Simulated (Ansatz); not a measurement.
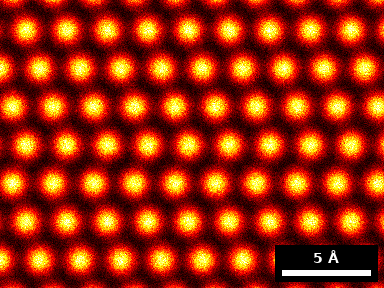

Z-contrast image of Rh (Fm-3m, No. 225) along [110]. Simulation: incoherent imaging, intensity Z^1.8 per atom, probe width 1.30 Å, thin sample. Shot noise was added.

One planar defect was built into the perfect crystal by geometry alone, without relaxation. Host structure: the input geometry of a calculation.

Find the planar defect and say what kind it is.

A planar fault (a stacking fault) runs horizontally about 9 Å below the top edge. The part above it is shifted along the boundary by 2/3 of the 2.33 Å repeat of the rows (1.6 Å to the right, the same as 0.8 Å to the left); both parts keep the same orientation.
